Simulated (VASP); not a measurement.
Band structure of SrVO3 (cubic perovskite). Method: PBE GGA with D3 dispersion (zero damping), VASP's PBE PAW potentials (set 64) (plane waves; VASP 6.6.1).

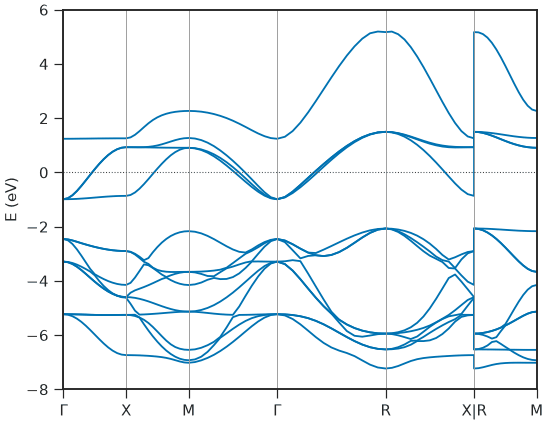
Bands along high-symmetry lines, zero at the valence-band maximum or, without a gap, the Fermi level

Task: Read the plot: is there a gap, and where are the band edges?

Result: It has no gap at this level: it comes out as a metal or semimetal. (Edges off the drawn lines would not show.)

The compound is SrVO3 in the cubic perovskite structure. It was relaxed first. The run is not spin-polarised, so no magnetic state was tried. The electron count is odd and the run is not spin-polarised, which forces a metal.
